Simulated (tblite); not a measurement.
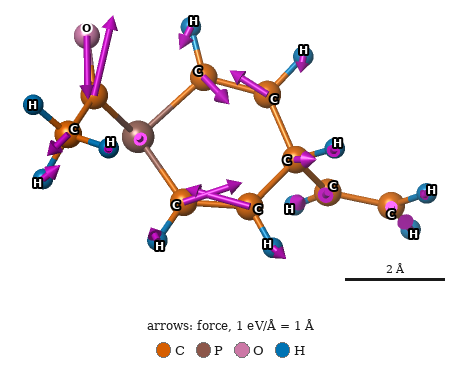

Starting geometry of C9H11OP with the computed forces as purple arrows. Style: ball-and-stick. Shown at a tilt.

Computed with GFN2-xTB geometry optimisation, gas phase in tblite 0.8.0. 

### Is this structure relaxed? If not, where do the atoms go?

It isn't relaxed: the largest force vector, on a C atom, is 1.68 eV/Å. The final displacements have little in common with the starting forces (cosine between the two patterns 0.07). An H atom moves most after the best rigid fit: 1.05 Å. Largest moves by element: H 1.05 Å, C 0.67 Å, P 0.40 Å, O 0.30 Å. Among the contacts that change: C–P 1.839 → 1.807 Å, C–O 1.226 → 1.204 Å, C–C 1.348 → 1.327 Å, C–H 1.112 → 1.094 Å. Among the angles between lasting bonds that change: C–C–C 116.2° → 111.1°, C–P–C 101.6° → 97.0°, C–C–C 127.7° → 123.1°. Groups turn about C–C by about 30°, C–C by about 30°. After 165 geometry steps the energy has fallen by 24.3 kJ/mol. Cost: 1.6 s on 1 thread of Arm Neoverse V1, on a shared host.
